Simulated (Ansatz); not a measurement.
# A hypothetical structure for B2MoRu2N2

Starting from a made-up structure for B2MoRu2N2, the aim is the relaxed cell, its shortest contacts and, where a second run follows, its electronic structure.

Method: DFT, PBEsol, plane-wave PAW, files of the set soft_1, scalar-relativistic, no spin, cell and ions relaxed at zero pressure; PAW set soft_1, in the first sound run; inputs show where later runs differ, in Ansatz 0.2.0.

### Step 1. Set-up

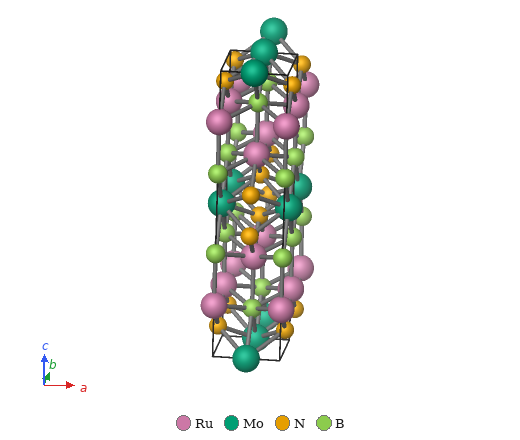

The cell as given, slightly off an axis (ruthenium pink, molybdenum teal, nitrogen orange, boron green). 1×2×1 cells are drawn. This picture shows the conventional cell, with its axes. Some periodic images of atoms are drawn too.

### Step 2. Relaxation of the guess

The guess takes its coordinates from another compound and its volume from a rule, so the cell and any free coordinates are relaxed together.

input.yaml

```yaml
crystal:
  lattice:
    - [-1.519, 1.6875, 6.6815]
    - [1.519, -1.6875, 6.6815]
    - [1.519, 1.6875, -6.6815]
  atoms:
    - { symbol: Ru, position: [0.8213, 0.8213, 0.0] }
    - { symbol: Ru, position: [0.1787, 0.1787, 0.0] }
    - { symbol: Mo, position: [0.0, 0.5, 0.5] }
    - { symbol: "N", position: [0.5715, 0.0715, 0.5] }
    - { symbol: "N", position: [0.4285, 0.9285, 0.5] }
    - { symbol: B, position: [0.6399, 0.6399, 0.0] }
    - { symbol: B, position: [0.3601, 0.3601, 0.0] }
kpoints:
  mp_grid: { grid: [12, 12, 12] }
scf:
  occupations: { method: fermi_dirac, width: 0.05 }
hamiltonian:
  xc: pbesol
  pseudopotentials: { kind: paw, azcp: { folder: soft_1 }, xc_functional: pbe }
relax:
  f_tol: 0.015
  max_steps: 70
  cell: {}
output:
  forces: true
  stress: true
```

The run is started by

```
> ansatz run input.yaml --threads 4 --pin off --max-ram 10240MiB --backend cpu --events-out ev --progress --plain --runs-dir out
```

Numbers of over 12 decimals in the logs are rounded to 6 here.

The log of the run:

```text
basis.fft_grid_basis auto: the FFT boxes are laid along the combinations [[1, 0, 1], [0, 1, 1], [0, 0, 1]] of the cell's own vectors, 3.375, 3.038 and 7.057 Å long. The dense box has 24×24×48 points. Along the cell's own vectors, as sized, it would have 48×48×48, 4.00 times as many. Of the 8 symmetry operations that the crystal satisfies within crystal.symmetry.tolerance (time reversal apart; of a slab, those that ke [...]
Engine: ansatz 0.2.0, aarch64-unknown-linux-gnu
Pseudopotentials: kind: paw
Pseudopotential: Ru, paw, valence charge 16, recommended cutoff 420 eV (normal), soft_1/Ru.paw.azcp
Pseudopotential: Mo, paw, valence charge 14, recommended cutoff 420 eV (normal), soft_1/Mo.paw.azcp
Pseudopotential: N, paw, valence charge 5, recommended cutoff 420 eV (normal), soft_1/N.paw.azcp
Pseudopotential: B, paw, valence charge 3, recommended cutoff 420 eV (normal), soft_1/B.paw.azcp
Functional definition: PBEsol
  exchange = pbesol_x
  correlation = pbesol_c
Crystal: 7 atoms, lattice volume = 68.507 Å³
Basis set: ecut = 420 eV, 1327 PW (Γ), FFT grids on a1+a3, a2+a3, a3, exchange–correlation on 48×48×96 points (8 copies of the dense FFT grid, shifted against one another)
Bands: 38, of which v1, the nominal top of the filled ones, is band 31 counted from 1 (30 counted from 0)
Symmetry: 8 space group operations
Space group: Immm (ITA 71), of the structure as read, at distance tolerance 4.1e-5 Å
k-points: 280 of 1728
Non-local potential: Ru, projectors of the file, l = 0: 3, l = 1: 2, l = 2: 2, l = 3: 1
Non-local potential: Mo, projectors of the file, l = 0: 3, l = 1: 2, l = 2: 2, l = 3: 1
Non-local potential: N, projectors of the file, l = 0: 2, l = 1: 2, l = 2: 1
Non-local potential: B, projectors of the file, l = 0: 2, l = 1: 2, l = 2: 1
PAW form: soft (Blöchl's): semilocal exchange-correlation on the pseudo side does not see the compensation charge
PAW frozen core: Ru, regenerated for the run's functional, and the local potential with it (the file was generated under x = pbe(κ = 0.804, μ = 0.219515), c = pbe(β = 0.066725))
PAW frozen core: Mo, regenerated for the run's functional, and the local potential with it (the file was generated under x = pbe(κ = 0.804, μ = 0.219515), c = pbe(β = 0.066725))
PAW frozen core: N, regenerated for the run's functional, and the local potential with it (the file was generated under x = pbe(κ = 0.804, μ = 0.219515), c = pbe(β = 0.066725))
PAW frozen core: B, regenerated for the run's functional, and the local potential with it (the file was generated under x = pbe(κ = 0.804, μ = 0.219515), c = pbe(β = 0.066725))
PAW one-centre angular grid: Ru, 590 points (default); XC on 64 Gauss nodes
PAW one-centre angular grid: Mo, 590 points (default); XC on 64 Gauss nodes
PAW one-centre angular grid: N, 110 points (default); XC on 64 Gauss nodes
PAW one-centre angular grid: B, 110 points (default); XC on 64 Gauss nodes
Initial density: superposition of atomic densities (chi_scale 0.1, normalization cell, long waves kept (reshape's long-wave potential 0.43 eV rms))
Initial wavefunctions: pseudopotential atomic-orbital guess
Functional: x = pbesol(κ = 0.804, μ = 0.123457), c = pbesol(β = 0.046)
SCF iter   1: F=—  HF=-17593.928007 eV  |F-HF|=—  |Δ(HF+E_count)|=         —  Δρ=1.37e-1  dr2=6.28e1  ethr=3.10e-3  ⟨swp⟩=6.1  Hψ=38195  notcnv=0  defer=1
preconditioner: auto → Kerker (q_TF=auto, 2.683 Å⁻¹)  [metal: Δε(μ)=0.003 eV  Ē_g=8.269 eV  σ=0.050 eV  W_gap=0.01  n_scr=20 (ndim 8)  ℏωp=27.7 eV  f_vac=0.000  D(μ)=3.03/eV (n_scr^D=26)]
SCF iter   2: F=—  HF=-17589.415623 eV  |F-HF|=—  |Δ(HF+E_count)|=    4.51e0  Δρ=7.00e-2  dr2=1.86e1  ethr=3.10e-3  ⟨swp⟩=2.8  Hψ=21407  notcnv=0  defer=115
SCF iter   3: F=—  HF=-17587.901732 eV  |F-HF|=—  |Δ(HF+E_count)|=    1.51e0  Δρ=4.81e-2  dr2=2.94e0  ethr=3.10e-3  ⟨swp⟩=3.1  Hψ=21256  notcnv=0  defer=106
SCF iter   4: F=—  HF=-17587.834272 eV  |F-HF|=—  |Δ(HF+E_count)|=   6.75e-2  Δρ=3.66e-2  dr2=3.06e0  ethr=3.10e-3  ⟨swp⟩=2.5  Hψ=16260  notcnv=0  defer=14
SCF iter   5: F=—  HF=-17587.748869 eV  |F-HF|=—  |Δ(HF+E_count)|=   8.54e-2  Δρ=2.60e-2  dr2=1.58e0  ethr=3.10e-3  ⟨swp⟩=1.0  Hψ=11105  notcnv=0  defer=7
SCF iter   6: F=—  HF=-17587.669999 eV  |F-HF|=—  |Δ(HF+E_count)|=   7.89e-2  Δρ=1.07e-2  dr2=2.60e-1  ethr=2.56e-3  ⟨swp⟩=1.0  Hψ=10633  notcnv=0  defer=7
SCF iter   7: F=—  HF=-17587.656967 eV  |F-HF|=—  |Δ(HF+E_count)|=   1.30e-2  Δρ=1.25e-3  dr2=3.31e-3  ethr=4.20e-4  ⟨swp⟩=2.0  Hψ=12135  notcnv=0  defer=7
SCF iter   8: F=—  HF=-17587.656936 eV  |F-HF|=—  |Δ(HF+E_count)|=   3.11e-5  Δρ=1.71e-4  dr2=4.35e-5  ethr=5.34e-6  ⟨swp⟩=1.7  Hψ=11514  notcnv=0  defer=5
SCF iter   9: F=—  HF=-17587.656930 eV  |F-HF|=—  |Δ(HF+E_count)|=   5.92e-6  Δρ=3.09e-5  dr2=1.90e-6  ethr=7.02e-8  ⟨swp⟩=2.1  Hψ=13430  notcnv=0  defer=5
SCF iter  10: F=—  HF=-17587.656930 eV  |F-HF|=—  |Δ(HF+E_count)|=   3.05e-8  Δρ=8.43e-6  dr2=1.26e-7  ethr=3.07e-9  ⟨swp⟩=1.5  Hψ=11213  notcnv=0  defer=5
SCF iter  11: F=-17587.656930 eV  HF=-17587.656930 eV  |F-HF|=5.65e-9  |Δ(HF+E_count)|=   3.30e-9  Δρ=1.88e-6  dr2=6.20e-9  ethr=1.61e-10  ⟨swp⟩=3.4  Hψ=29035  notcnv=0
SCF 1 converged in 11 iterations: F = -17587.656930 eV  dr2 = 6.20e-9
  greatest PAW one-centre occupation: 1.000 electrons in one spin orbital (limit 2), on the Ru atom at site 1 (counted from 0), in its partial waves of l = 0
relax step   1: F+E_penalty+E_count = -17587.65692977 eV  Δ(F+E_penalty+E_count) = +0.000e0 eV  max|allowed force component| = 3.744e0 eV/Å  Δτ_max = 0.0000 Å  P = -12.942 GPa  Ω = 68.507 Å³  (11 SCF iters, dr2 threshold 1.00e-7 eV, accepted)
Crystal: 7 atoms, lattice volume = 64.921 Å³
Basis set: ecut = 420 eV, 1279 PW (Γ), FFT grids on a1+a3, a2+a3, a3, exchange–correlation on 48×48×96 points (8 copies of the dense FFT grid, shifted against one another)
Initial density: handed on by an earlier stage of this run
Initial wavefunctions: those handed on with the density
iter 1 solved again at ethr=2.00e-3 eV; its pass at ethr=3.10e-3 eV (dr2=1.24e0 eV) is discarded
SCF iter   1: F=—  HF=-17589.356047 eV  |F-HF|=—  |Δ(HF+E_count)|=         —  Δρ=3.20e-2  dr2=1.24e0  ethr=2.00e-3  ⟨swp⟩=1.0  Hψ=54035  notcnv=0
preconditioner: auto → Kerker (q_TF=auto, 2.707 Å⁻¹)  [metal: Δε(μ)=0.001 eV  Ē_g=7.908 eV  σ=0.050 eV  W_gap=0.01  n_scr=20 (ndim 8)  ℏωp=28.4 eV  f_vac=0.000  D(μ)=5.33/eV (n_scr^D=58)]
SCF iter   2: F=—  HF=-17589.230894 eV  |F-HF|=—  |Δ(HF+E_count)|=   1.25e-1  Δρ=1.59e-2  dr2=4.23e-1  ethr=2.00e-3  ⟨swp⟩=1.7  Hψ=11000  notcnv=0
[...]
relax step   6: F+E_penalty+E_count = -17590.87365338 eV  Δ(F+E_penalty+E_count) = -9.131e-3 eV  max|allowed force component| = 2.283e-1 eV/Å  Δτ_max = 0.0259 Å  P = -2.930 GPa  Ω = 67.298 Å³  energy of the carried Pulay correction = +1.974e-3 eV  (6 SCF iters, dr2 threshold 7.00e-7 eV, accepted)
relax step   7: F+E_penalty+E_count = -17590.88246401 eV  Δ(F+E_penalty+E_count) = -8.811e-3 eV  max|allowed force component| = 1.426e-1 eV/Å  Δτ_max = 0.0191 Å  P = +1.032 GPa  Ω = 66.535 Å³  energy of the carried Pulay correction = +3.238e-3 eV  (6 SCF iters, dr2 threshold 7.00e-7 eV, accepted)
relax step   8: F+E_penalty+E_count = -17590.88613141 eV  Δ(F+E_penalty+E_count) = -3.667e-3 eV  max|allowed force component| = 1.101e-2 eV/Å  Δτ_max = 0.0057 Å  P = -0.169 GPa  Ω = 66.697 Å³  energy of the carried Pulay correction = +2.968e-3 eV  (6 SCF iters, dr2 threshold 7.00e-7 eV, accepted)
relax step   9: F+E_penalty+E_count = -17590.88622173 eV  Δ(F+E_penalty+E_count) = -9.032e-5 eV  max|allowed force component| = 3.870e-3 eV/Å  Δτ_max = 0.0010 Å  P = +0.041 GPa  Ω = 66.661 Å³  energy of the carried Pulay correction = +3.027e-3 eV  (6 SCF iters, dr2 threshold 1.70e-7 eV, accepted)
relax step  10: F+E_penalty+E_count = -17590.88622215 eV  Δ(F+E_penalty+E_count) = -4.219e-7 eV  max|allowed force component| = 7.436e-4 eV/Å  Δτ_max = 0.0003 Å  P = +0.003 GPa  Ω = 66.665 Å³  energy of the carried Pulay correction = +3.020e-3 eV  (6 SCF iters, dr2 threshold 4.56e-8 eV, accepted)
relax step  11: F+E_penalty+E_count = -17590.90456005 eV  Δ(F+E_penalty+E_count) = -1.834e-2 eV  max|allowed force component| = 9.606e-3 eV/Å  Δτ_max = 0.0000 Å  P = +0.377 GPa  Ω = 66.665 Å³  stress off target by 7.99e-1 GPa  SCF on the basis re-selected at this cell (its energy is not comparable with the rows above)  (7 SCF iters)
relax step  12: F+E_penalty+E_count = -17590.90471382 eV  Δ(F+E_penalty+E_count) = -1.538e-4 eV  max|allowed force component| = 1.415e-2 eV/Å  Δτ_max = 0.0044 Å  P = -0.078 GPa  Ω = 66.857 Å³  energy of the carried Pulay correction = -3.370e-4 eV  (6 SCF iters, dr2 threshold 7.00e-7 eV, accepted)
relax step  13: F+E_penalty+E_count = -17590.90476199 eV  Δ(F+E_penalty+E_count) = -4.817e-5 eV  max|allowed force component| = 2.845e-2 eV/Å  Δτ_max = 0.0017 Å  P = +0.161 GPa  Ω = 66.819 Å³  energy of the carried Pulay correction = -2.649e-4 eV  (6 SCF iters, dr2 threshold 3.32e-8 eV, rejected (line search))
relax step  14: F+E_penalty+E_count = -17590.90476795 eV  Δ(F+E_penalty+E_count) = -5.413e-5 eV  max|allowed force component| = 6.893e-3 eV/Å  Δτ_max = 0.0008 Å  P = -0.033 GPa  Ω = 66.842 Å³  energy of the carried Pulay correction = -3.090e-4 eV  (8 SCF iters, accepted)
iter 1 solved again at ethr=5.44e-8 eV; its pass at ethr=3.10e-3 eV (dr2=3.37e-5 eV) is discarded
SCF iter   1: F=—  HF=-17590.905051 eV  |F-HF|=—  |Δ(HF+E_count)|=         —  Δρ=3.82e-5  dr2=2.86e-8  ethr=5.44e-8  ⟨swp⟩=3.6  Hψ=67537  notcnv=0
preconditioner: auto → Kerker (q_TF=auto, 2.694 Å⁻¹)  [metal: Δε(μ)=0.003 eV  Ē_g=7.657 eV  σ=0.050 eV  W_gap=0.01  n_scr=18 (ndim 8)  ℏωp=28.0 eV  f_vac=0.000  D(μ)=5.64/eV (n_scr^D=66)]
SCF iter   2: F=—  HF=-17590.905073 eV  |F-HF|=—  |Δ(HF+E_count)|=   2.19e-5  Δρ=1.94e-5  dr2=7.35e-9  ethr=4.61e-11  ⟨swp⟩=2.6  Hψ=20008  notcnv=0
iter 3 did not close the SCF: its close was put off for the readings that it lacked (scf_convergence_deferred on its scf_iter line)
SCF iter   3: F=-17590.905073 eV  HF=-17590.905073 eV  |F-HF|=1.56e-10  |Δ(HF+E_count)|=   1.37e-7  Δρ=8.10e-7  dr2=6.54e-11  ethr=1.19e-11  ⟨swp⟩=2.0  Hψ=15088  notcnv=0
iter 4 did not close the SCF: its close was put off for the readings that it lacked (scf_convergence_deferred on its scf_iter line)
SCF iter   4: F=-17590.905073 eV  HF=-17590.905073 eV  |F-HF|=3.64e-12  |Δ(HF+E_count)|=  1.89e-10  Δρ=1.05e-7  dr2=8.67e-12  ethr=1.00e-12  ⟨swp⟩=1.1  Hψ=10655  notcnv=0
iter 5 did not close the SCF: its close was put off for the readings that it lacked (scf_convergence_deferred on its scf_iter line)
SCF iter   5: F=-17590.905073 eV  HF=-17590.905073 eV  |F-HF|=0.00e0  |Δ(HF+E_count)|=    0.00e0  Δρ=2.71e-8  dr2=1.75e-12  ethr=1.00e-12  ⟨swp⟩=1.0  Hψ=10640  notcnv=0
iter 6 did not close the SCF: its close was put off for the readings that it lacked (scf_convergence_deferred on its scf_iter line)
SCF iter   6: F=-17590.905073 eV  HF=-17590.905073 eV  |F-HF|=0.00e0  |Δ(HF+E_count)|=    0.00e0  Δρ=1.36e-8  dr2=1.40e-13  ethr=1.00e-12  ⟨swp⟩=1.0  Hψ=10640  notcnv=0
SCF iter   7: F=-17590.905073 eV  HF=-17590.905073 eV  |F-HF|=7.28e-12  |Δ(HF+E_count)|=  7.28e-12  Δρ=3.28e-9  dr2=4.94e-15  ethr=1.00e-12  ⟨swp⟩=1.4  Hψ=22771  notcnv=0
SCF 15 converged in 7 iterations: F = -17590.905073 eV  dr2 = 4.94e-15
relax step  15: F+E_penalty+E_count = -17590.90507277 eV  Δ(F+E_penalty+E_count) = -3.048e-4 eV  max|allowed force component| = 6.779e-3 eV/Å  Δτ_max = 0.0000 Å  P = -0.026 GPa  Ω = 66.842 Å³  stress off target by 4.32e-2 GPa  SCF on the basis re-selected at this cell (its energy is not comparable with the rows above)  (7 SCF iters)
basis re-selected at this cell: Δ(F+E_penalty+E_count) = -3.048e-4 eV, ΔP = +0.007 GPa vs the last step (what re-selecting the basis moved, of the pressure what is left beyond the Pulay correction that the steps carried, after the strain that the cell walked since its last selection, with what the two solves' SCF thresholds leave and, on support functions, any second-order correction that the steps lacked; it is no m [...]
SCF converged after 7 iterations
Free energy (F): -17590.905073 eV
Harris-Foulkes:  -17590.905073 eV  (|F-HF|=7.28e-12)
Internal energy: -17590.858325 eV  (E = F + TS)
E sigma→0 (E₀):  -17590.881699 eV
Entropy (-TS):   -0.046748 eV (-6.678 meV/atom)
Fermi energy:    19.349666 eV
--- Per-component energies (eV) ---
  E_band       = -176.069577
  E_kinetic    = 1704.338825
  E_local      = -4376.133358  (includes V_loc(G=0)·N_el)
  E_nonlocal   = 1073.449856
  E_hartree    = 1540.534566
  E_xc         = -696.320182
  E_vxc        = -875.172281  (∫ρ·V_xc dr)
  E_paw        = -10433.342959  (= ΣΔE_a)
  E_vpaw       = -783.624744  (= ΣTr[D̂ρ^β])
  E_aug_tail   = 0.002992  (compensation charges beyond the density's cutoff)
  E_ewald      = -6404.189577
  E_core_change = 0.801513  (= ΣΔE_core)
  E_smearing   = -0.046748  (= −TS)
  E_closure    = 0.000000  (closes the sum)
  Σ components = -17590.905073   (vs F -17590.905073, Δ=0.00e0)
--- Forces (eV/Å), atoms counted from 1 ---
  atom   1  Ru     0.00000000    -0.00000000     0.00677899
  atom   2  Ru     0.00000000     0.00000000    -0.00677899
  atom   3  Mo     0.00000000     0.00000000     0.00000000
  atom   4  N      0.00000000    -0.00000000     0.00487399
  atom   5  N      0.00000000     0.00000000    -0.00487399
  atom   6  B      0.00000000     0.00000000    -0.00203175
  atom   7  B      0.00000000    -0.00000000     0.00203175
  max |Σ_I F_I| component: 3.47e-18 eV/Å
--- Stress (GPa, compression-positive) ---
       -0.043168       0.000000       0.000000
        0.000000      -0.006188       0.000000
        0.000000       0.000000      -0.027856
  P = ⅓ Tr σ = -0.0257 GPa (-0.257 kbar)
--- Relaxed structure (13 steps of the walk, 12 accepted, 2 SCFs on fresh bases) ---
  F+E_penalty+E_count = -17590.90507277 eV   max|allowed force component| = 6.779e-3 eV/Å   (the final SCF, on the basis selected at the relaxed cell)
  cell:  # Å, volume = 66.8423 Å³
    - [-1.289890, 1.843015, 7.029269]
    - [1.289890, -1.843015, 7.029269]
    - [1.289890, 1.843015, -7.029269]
  atoms:
    - { symbol: Ru, position: [0.800185, 0.800185, 0] }
    - { symbol: Ru, position: [0.199815, 0.199815, 0] }
    - { symbol: Mo, position: [-5.957600588592695e-19, 0.5, 0.5] }
    - { symbol: N, position: [0.589263, 0.089263, 0.500000] }
    - { symbol: N, position: [0.410737, 0.910737, 0.500000] }
    - { symbol: B, position: [0.645183, 0.645183, 0] }
    - { symbol: B, position: [0.354817, 0.354817, 0] }
```

The job ended after 2.2 min (4 threads of Arm Neoverse V1, shared host; peak memory 0.75 GiB).

Step by step:

| step | energy less that of the first step (eV) | largest force component (eV/Å) | pressure (GPa) | volume (Å³) |
| --- | --- | --- | --- | --- |
| 1 | 0.0000 | 3.7443 | -12.94 | 68.51 |
| 2 | -1.5146 | 2.4113 | -2.56 | 64.92 |
| 3 | -2.4800 | 0.9093 | 4.05 | 63.66 |
| 4 | -2.9886 | 0.8279 | 12.01 | 63.36 |
| 5 | -3.2076 | 0.0907 | 0.97 | 66.39 |
| 6 | -3.2167 | 0.2283 | -2.93 | 67.30 |
| 7 | -3.2255 | 0.1426 | 1.03 | 66.53 |
| 8 | -3.2292 | 0.0110 | -0.17 | 66.70 |
| 9 | -3.2293 | 0.0039 | 0.04 | 66.66 |
| 10 | -3.2293 | 0.0007 | 0.00 | 66.67 |
| 11* | -3.2476 | 0.0096 | 0.38 | 66.67 |
| 12 | -3.2478 | 0.0141 | -0.08 | 66.86 |
| 13 | -3.2478 | 0.0285 | 0.16 | 66.82 |
| 14 | -3.2478 | 0.0069 | -0.03 | 66.84 |
| 15* | -3.2481 | 0.0068 | -0.03 | 66.84 |

Relaxation steps marked * repeat the geometry before them on a plane-wave basis chosen anew for their cell, so energy and pressure can jump there. Relaxation step 13 was tried and not accepted.

Forces are held to the 8 operations that the run works with; a distortion that breaks them can't arise in this run.

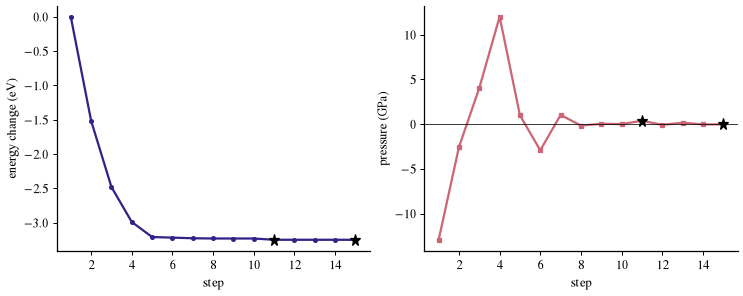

Energy and pressure along the relaxation. Stars mark steps on a basis chosen anew.

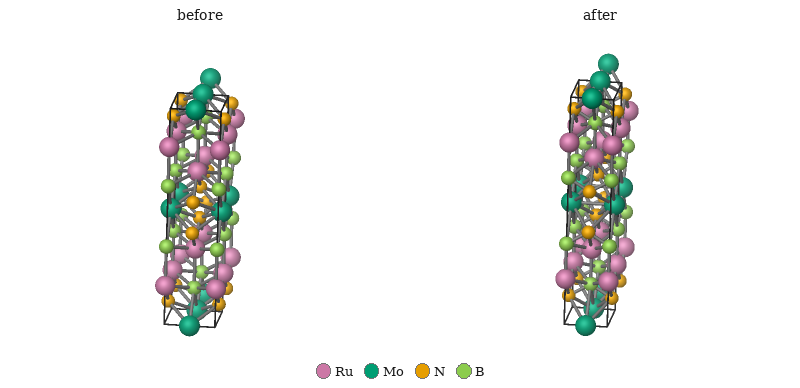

Before and after, at one scale.

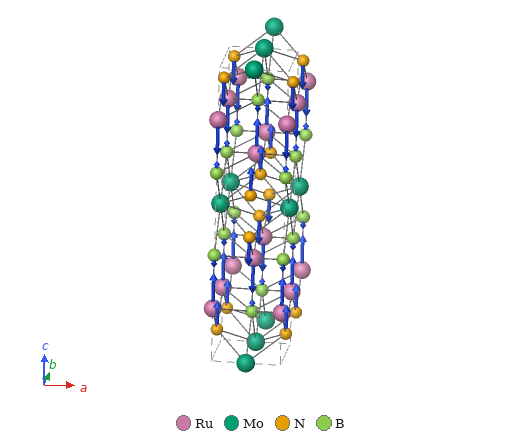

Displacements in the relaxation, exaggerated, measured against the changing cell; the longest in the cell stands for 0.30 Å. 1×2×1 conventional cells are drawn. Some periodic images of atoms are drawn too.

| cell as run | before | after | change |
| --- | --- | --- | --- |
| a (Å) | 7.057 | 7.380 | +4.6 % |
| b (Å) | 7.057 | 7.380 | +4.6 % |
| c (Å) | 7.057 | 7.380 | +4.6 % |
| α (°) | 155.14 | 159.87 | +3.0 % |
| β (°) | 152.33 | 151.08 | -0.8 % |
| γ (°) | 37.54 | 35.49 | -5.4 % |
| volume (Å³/atom) | 9.79 | 9.55 | -2.4 % |

The atoms that moved most (Å, as changes of fractional coordinates times the final cell):

```
atom     dx     dy      dz  length
 Ru2  0.000  0.000   0.297   0.297
 Ru1  0.000  0.000  -0.297   0.297
  N4  0.000  0.000   0.250   0.250
  N5  0.000  0.000  -0.250   0.250
  B6  0.000  0.000   0.074   0.074
  B7  0.000  0.000  -0.074   0.074
```

This step gave:

```
free energy             : -17590.9051 eV
energy at zero smearing : -17590.8817 eV
smearing term TS        : 0.04675 eV
Fermi energy            : 19.35 eV
electrons               : 62
symmetry operations     : 8
pressure                : -0.02574 GPa
```

The shortest distance of each pair, which need not be the same contact before and after:

```
pair  guess (Å)  relaxed (Å)
 B–N      1.773        1.511
B–Ru      2.329        2.179
N–Ru      2.214        2.411
 N–N      1.911        2.510
Mo–N      2.463        2.576
```

The relaxation ends with a largest force component of 0.0068 eV/Å and a pressure of -0.03 GPa.

(Continued in part 2 of 2.)

[Logs are printed without paths, hosts, clocks, repeated set-up lines and the standing remarks that a program may print on its own settings, such as how far it seeks lower states.]

[Hosts, paths, dates, database ids (printed as entryN), source tags and the programs' standing remarks are cut or masked in the printed files.]
